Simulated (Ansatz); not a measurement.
# GeH2 (singlet): RKS PBE0, RPA-PBE over vertical spin and charge gaps and displaced geometries, cc-pVDZ

Aim: run GeH2 (singlet) with these functionals over vertical spin and charge gaps and displaced geometries, and hold them against the top wave-function level at the same points.

Computed with Ansatz 0.2.0, Gaussian basis. Level: cc-pVDZ, all electrons in the functionals, frozen cores in the correlation of double hybrids and RPA.

Plan: RKS PBE0, RPA-PBE, at charge 0, singlet; charge 0, triplet; charge 1, doublet; displaced geometry v1; displaced geometry v2 (not every functional at every point).

15 further runs of the same task are left out: 1 for a mislabelled method, 5 that didn't finish, 9 set aside as unsound or not needed.

### Step 1. The geometry

The geometry is a PBE0/def2-TZVP stationary point (not a proven minimum). No spin-orbit coupling is included. The filled d shell of Ge may be among the frozen orbitals whatever the setting's name suggests; the logs give the count.

3 atoms, charge 0, spin multiplicity 1.

Atoms are counted from 1 here; the program's logs count them from 0.

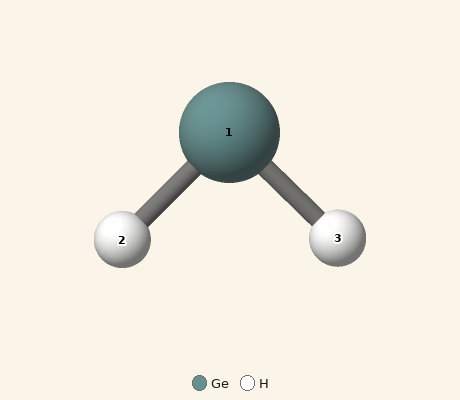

The geometry (germanium teal, hydrogen white); atoms are numbered from 1 in the order of the file.

No dispersion term is added.

The geometry shown and the zero of energy belong to the point charge 0, singlet. The yardstick, FCI, and other wave-function levels (R restricted, U unrestricted, valence and pair active spaces) come from earlier runs.

### Step 2. RKS PBE0, charge 0, singlet

in.yaml

```yaml
crystal:
  periodic: [false, false, false]
  atoms:
    - {symbol: Ge, position_ang: [0.000000, -0.030265, 0.000000]}
    - {symbol: H, position_ang: [0.000000, 1.090584, -1.133489]}
    - {symbol: H, position_ang: [0.000000, 1.090579, 1.133493]}
basis:
  gaussian: {orbitals: cc-pVDZ}
hamiltonian: {xc: {name: PBE0}}
```

On the command line:

```bash
$ ansatz run in.yaml --threads 1 --pin off --events-out ev --progress --plain --max-ram 2393MiB
```

The program printed:

```text
Functional definition: PBE0
  name "PBE0"
  cite "Adamo & Barone, J. Chem. Phys. 110, 6158 (1999) doi:10.1063/1.478522"
  cite "Perdew, Burke & Ernzerhof, Phys. Rev. Lett. 77, 3865 (1996) doi:10.1103/PhysRevLett.77.3865"
  parent pbe
  parameter a = 0.25
  parameter kappa = 0.804
  parameter beta = 0.06672455060314922
  exchange = (1 - a)*pbe_x(kappa = kappa, mu = beta*pi^2/3) + a*exact_x
  correlation = pbe_c(beta = beta)
415 factors; integrals over basis functions are off by at most 1.1e-3 eV
mean field evaluation 1: about -56540.7557 eV, gradient 8.0e0 eV
mean field evaluation 2: about -56540.9407 eV, gradient 4.2e0 eV
mean field evaluation 4: about -56541.0157 eV, gradient 6.6e-1 eV
mean field evaluation 8: about -56541.0254 eV, gradient 1.7e-2 eV
mean field -56541.02539153 eV, -2077.8443582554 hartree, gradient 6.3e-6 eV, S^2 0.000000; 0 other end points of the search recorded, 0 dependent functions left out
reference -56541.02541081 eV, -2077.8443589636 hartree; 17, 17 occupied and 20, 20 virtual orbitals, 415 factors
Total energy: -56541.02541081 eV, -2077.8443589636 hartree
```

It took 0.54 s on 1 thread of Arm Neoverse V2, shared host.

### Step 3. RKS PBE0, displaced geometry v1

in.yaml

```yaml
crystal:
  periodic: [false, false, false]
  atoms:
    - {symbol: Ge, position_ang: [-0.000625, -0.030630, 0.000876]}
    - {symbol: H, position_ang: [-0.001458, 1.074077, -1.143765]}
    - {symbol: H, position_ang: [0.046506, 1.133381, 1.080604]}
basis:
  gaussian: {orbitals: cc-pVDZ}
hamiltonian: {xc: {name: PBE0}}
```

The command is unchanged.

The program printed:

```text
Functional definition: PBE0
  name "PBE0"
  cite "Adamo & Barone, J. Chem. Phys. 110, 6158 (1999) doi:10.1063/1.478522"
  cite "Perdew, Burke & Ernzerhof, Phys. Rev. Lett. 77, 3865 (1996) doi:10.1103/PhysRevLett.77.3865"
  parent pbe
  parameter a = 0.25
  parameter kappa = 0.804
  parameter beta = 0.06672455060314922
  exchange = (1 - a)*pbe_x(kappa = kappa, mu = beta*pi^2/3) + a*exact_x
  correlation = pbe_c(beta = beta)
415 factors; integrals over basis functions are off by at most 1.0e-3 eV
mean field evaluation 1: about -56540.7427 eV, gradient 8.1e0 eV
mean field evaluation 2: about -56540.9309 eV, gradient 4.3e0 eV
mean field evaluation 4: about -56541.0123 eV, gradient 6.6e-1 eV
mean field evaluation 8: about -56541.0221 eV, gradient 1.7e-2 eV
mean field -56541.02209318 eV, -2077.8442370429 hartree, gradient 2.7e-5 eV, S^2 0.000000; 0 other end points of the search recorded, 0 dependent functions left out
reference -56541.02211241 eV, -2077.8442377496 hartree; 17, 17 occupied and 20, 20 virtual orbitals, 415 factors
Total energy: -56541.02211241 eV, -2077.8442377496 hartree
```

Run time: 0.54 s. Hardware: 1 thread of Arm Neoverse V2, shared host.

From charge 0, singlet: +0.003 eV.

### Step 4. RKS PBE0, displaced geometry v2

in.yaml

```yaml
crystal:
  periodic: [false, false, false]
  atoms:
    - {symbol: Ge, position_ang: [0.003418, -0.030054, -0.000203]}
    - {symbol: H, position_ang: [-0.161457, 1.099170, -1.122097]}
    - {symbol: H, position_ang: [-0.084836, 1.066740, 1.136705]}
basis:
  gaussian: {orbitals: cc-pVDZ}
hamiltonian: {xc: {name: PBE0}}
```

Same command.

The program printed:

```text
Functional definition: PBE0
  name "PBE0"
  cite "Adamo & Barone, J. Chem. Phys. 110, 6158 (1999) doi:10.1063/1.478522"
  cite "Perdew, Burke & Ernzerhof, Phys. Rev. Lett. 77, 3865 (1996) doi:10.1103/PhysRevLett.77.3865"
  parent pbe
  parameter a = 0.25
  parameter kappa = 0.804
  parameter beta = 0.06672455060314922
  exchange = (1 - a)*pbe_x(kappa = kappa, mu = beta*pi^2/3) + a*exact_x
  correlation = pbe_c(beta = beta)
414 factors; integrals over basis functions are off by at most 1.3e-3 eV
mean field evaluation 1: about -56540.7528 eV, gradient 8.0e0 eV
mean field evaluation 2: about -56540.9381 eV, gradient 4.1e0 eV
mean field evaluation 4: about -56541.0126 eV, gradient 6.6e-1 eV
mean field evaluation 8: about -56541.0236 eV, gradient 1.7e-2 eV
mean field -56541.02363085 eV, -2077.8442935514 hartree, gradient 3.4e-6 eV, S^2 0.000000; 0 other end points of the search recorded, 0 dependent functions left out
reference -56541.02365014 eV, -2077.8442942602 hartree; 17, 17 occupied and 20, 20 virtual orbitals, 414 factors
Total energy: -56541.02365014 eV, -2077.8442942602 hartree
```

Run time: 0.54 s. Hardware: 1 thread of Arm Neoverse V2, shared host.

From charge 0, singlet: +0.002 eV.

### Step 5. RPA-PBE, charge 0, singlet

in.yaml

```yaml
crystal:
  periodic: [false, false, false]
  atoms:
    - {symbol: Ge, position_ang: [0.000000, -0.030265, 0.000000]}
    - {symbol: H, position_ang: [0.000000, 1.090584, -1.133489]}
    - {symbol: H, position_ang: [0.000000, 1.090579, 1.133493]}
basis:
  gaussian: {orbitals: cc-pVDZ}
magnetization: {spin_polarized: true, initial_magnetization: 0}
hamiltonian: {xc: {name: PBE}}
correlation: {method: rpa, electrons: outside_noble_gas}
```

The command is unchanged.

The program printed (excerpt; [...] marks lines left out):

```text
Functional definition: PBE
  name "PBE"
  cite "Perdew, Burke & Ernzerhof, Phys. Rev. Lett. 77, 3865 (1996) doi:10.1103/PhysRevLett.77.3865"
  parent pbe
[...]
415 factors; integrals over basis functions are off by at most 1.1e-3 eV
[...]
mean field -56539.51799000 eV, -2077.7889622707 hartree, gradient 1.1e-6 eV, S^2 0.000000; 2 other end points of the search recorded, 0 dependent functions left out
14 core orbitals not correlated: weight in the atoms' cores, before any rotation towards them, 0.998 or more for the frozen orbitals, at most 0.001 for the correlated occupied ones
reference -56502.41216210 eV, -2076.4253482467 hartree; 3, 3 occupied and 20, 20 virtual orbitals, 415 factors
Total energy: -56507.49846294 eV, -2076.6122663551 hartree
```

It took 0.99 s on 1 thread of Arm Neoverse V2, shared host.

From the report: ⟨S²⟩ of the determinant 0.000 (pure singlet: 0.00).

### Step 6. RPA-PBE, charge 0, triplet

in.yaml, as its differences from that of step 5:

```diff
@@ -8,3 +8,3 @@
   gaussian: {orbitals: cc-pVDZ}
-magnetization: {spin_polarized: true, initial_magnetization: 0}
+magnetization: {spin_polarized: true, initial_magnetization: 2}
 hamiltonian: {xc: {name: PBE}}
```

Same command.

The program printed (excerpt; [...] marks lines left out):

```text
Functional definition: PBE
  name "PBE"
  cite "Perdew, Burke & Ernzerhof, Phys. Rev. Lett. 77, 3865 (1996) doi:10.1103/PhysRevLett.77.3865"
  parent pbe
[...]
415 factors; integrals over basis functions are off by at most 1.1e-3 eV
[...]
mean field -56538.11502201 eV, -2077.7374041480 hartree, gradient 1.8e-6 eV, S^2 2.001466; 0 other end points of the search recorded, 0 dependent functions left out
14 core orbitals not correlated: weight in the atoms' cores, before any rotation towards them, 0.998 or more for the frozen orbitals, at most 0.001 for the correlated occupied ones
reference -56501.45810959 eV, -2076.3902874636 hartree; 4, 2 occupied and 19, 21 virtual orbitals, 415 factors
Total energy: -56506.04332335 eV, -2076.5587909613 hartree
```

Wall time 0.81 s (1 thread of Arm Neoverse V2, shared host).

From the report: ⟨S²⟩ of the determinant 2.001 (pure triplet: 2.00).

From charge 0, singlet: +1.455 eV.

### Step 7. RPA-PBE, charge 1, doublet

in.yaml, as its differences from that of step 6:

```diff
@@ -8,3 +8,4 @@
   gaussian: {orbitals: cc-pVDZ}
-magnetization: {spin_polarized: true, initial_magnetization: 2}
+total_charge: 1
+magnetization: {spin_polarized: true, initial_magnetization: 1}
 hamiltonian: {xc: {name: PBE}}
```

Same command.

The program printed (excerpt; [...] marks lines left out):

```text
Functional definition: PBE
  name "PBE"
  cite "Perdew, Burke & Ernzerhof, Phys. Rev. Lett. 77, 3865 (1996) doi:10.1103/PhysRevLett.77.3865"
  parent pbe
[...]
415 factors; integrals over basis functions are off by at most 1.1e-3 eV
[...]
mean field -56530.13532668 eV, -2077.4441557535 hartree, gradient 1.5e-6 eV, S^2 0.751975; 0 other end points of the search recorded, 0 dependent functions left out
14 core orbitals not correlated: weight in the atoms' cores, before any rotation towards them, 0.999 or more for the frozen orbitals, at most 0.001 for the correlated occupied ones
reference -56493.88035935 eV, -2076.1118102787 hartree; 3, 2 occupied and 20, 21 virtual orbitals, 415 factors
Total energy: -56498.12864149 eV, -2076.2679317676 hartree
```

It took 0.78 s on 1 thread of Arm Neoverse V2, shared host.

From the report: ⟨S²⟩ of the determinant 0.752 (pure doublet: 0.75).

From charge 0, singlet: +9.370 eV.

### Step 8. RPA-PBE, displaced geometry v1

in.yaml

```yaml
crystal:
  periodic: [false, false, false]
  atoms:
    - {symbol: Ge, position_ang: [-0.000625, -0.030630, 0.000876]}
    - {symbol: H, position_ang: [-0.001458, 1.074077, -1.143765]}
    - {symbol: H, position_ang: [0.046506, 1.133381, 1.080604]}
basis:
  gaussian: {orbitals: cc-pVDZ}
magnetization: {spin_polarized: true, initial_magnetization: 0}
hamiltonian: {xc: {name: PBE}}
correlation: {method: rpa, electrons: outside_noble_gas}
```

The command is unchanged.

The program printed (excerpt; [...] marks lines left out):

```text
Functional definition: PBE
  name "PBE"
  cite "Perdew, Burke & Ernzerhof, Phys. Rev. Lett. 77, 3865 (1996) doi:10.1103/PhysRevLett.77.3865"
  parent pbe
[...]
415 factors; integrals over basis functions are off by at most 1.0e-3 eV
[...]
mean field -56539.51401268 eV, -2077.7888161069 hartree, gradient 8.1e-6 eV, S^2 0.000000; 2 other end points of the search recorded, 0 dependent functions left out
14 core orbitals not correlated: weight in the atoms' cores, before any rotation towards them, 0.998 or more for the frozen orbitals, at most 0.001 for the correlated occupied ones
reference -56502.40585350 eV, -2076.4251164099 hartree; 3, 3 occupied and 20, 20 virtual orbitals, 415 factors
Total energy: -56507.49135901 eV, -2076.6120052904 hartree
```

Wall time 0.99 s (1 thread of Arm Neoverse V2, shared host).

From the report: ⟨S²⟩ of the determinant 0.000 (pure singlet: 0.00).

From charge 0, singlet: +0.007 eV.

### Step 9. RPA-PBE, displaced geometry v2

in.yaml

```yaml
crystal:
  periodic: [false, false, false]
  atoms:
    - {symbol: Ge, position_ang: [0.003418, -0.030054, -0.000203]}
    - {symbol: H, position_ang: [-0.161457, 1.099170, -1.122097]}
    - {symbol: H, position_ang: [-0.084836, 1.066740, 1.136705]}
basis:
  gaussian: {orbitals: cc-pVDZ}
magnetization: {spin_polarized: true, initial_magnetization: 0}
hamiltonian: {xc: {name: PBE}}
correlation: {method: rpa, electrons: outside_noble_gas}
```

Same command.

The program printed (excerpt; [...] marks lines left out):

```text
Functional definition: PBE
  name "PBE"
  cite "Perdew, Burke & Ernzerhof, Phys. Rev. Lett. 77, 3865 (1996) doi:10.1103/PhysRevLett.77.3865"
  parent pbe
[...]
414 factors; integrals over basis functions are off by at most 1.3e-3 eV
[...]
mean field -56539.51503883 eV, -2077.7888538171 hartree, gradient 6.7e-7 eV, S^2 0.000000; 2 other end points of the search recorded, 0 dependent functions left out
14 core orbitals not correlated: weight in the atoms' cores, before any rotation towards them, 0.998 or more for the frozen orbitals, at most 0.001 for the correlated occupied ones
reference -56502.41156008 eV, -2076.4253261228 hartree; 3, 3 occupied and 20, 20 virtual orbitals, 414 factors
Total energy: -56507.49582421 eV, -2076.6121693835 hartree
```

Wall time 0.99 s (1 thread of Arm Neoverse V2, shared host).

From the report: ⟨S²⟩ of the determinant 0.000 (pure singlet: 0.00).

From charge 0, singlet: +0.003 eV.

### Step 10. The comparison

The yardstick is full CI for this spin, exact in this basis with these frozen cores. It comes from earlier runs at the same points. Energies in eV, counted from charge 0, singlet; blanks weren't run or aren't comparable.

| level | singlet to triplet | ionisation to the doublet cation | displacement v1 | displacement v2 |
| --- | --- | --- | --- | --- |
| FCI | 1.368 | 9.246 | 0.006 | 0.002 |
| RKS PBE0 |  |  | 0.003 | 0.002 |
| RPA-PBE | 1.455 | 9.370 | 0.007 | 0.003 |

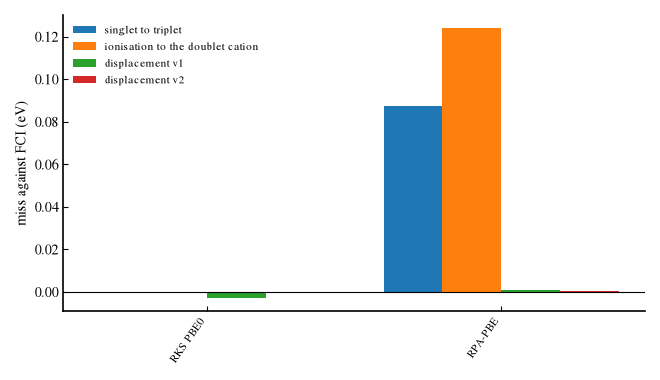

Misses of the gaps against FCI.

Largest miss and mean time a point (FCI took 3.5 s a point; shared hosts):

| level | largest miss (eV) | where | time a point |
| --- | --- | --- | --- |
| RKS PBE0 | -0.003 | displacement v1 | 0.54 s |
| RPA-PBE | +0.124 | ionisation to the doublet cation | 0.91 s |

### Step 11. What came out

| quantity | value |
| --- | --- |
| singlet to triplet, FCI | 1.368 eV |
| ionisation to the doublet cation, FCI | 9.246 eV |
| displacement v1, FCI | 0.006 eV |
| displacement v2, FCI | 0.002 eV |
| largest miss, RKS PBE0 | -0.003 eV (displacement v1) |
| largest miss, RPA-PBE | +0.124 eV (ionisation to the doublet cation) |

**Reading.** Misses are known at 4 of 4 points at best, and only functionals with that many are ranked. RPA-PBE strays by up to 0.124 eV, at ionisation to the doublet cation. Functionals and the yardstick converge differently with the basis, so part of each miss in cc-pVDZ is the basis.
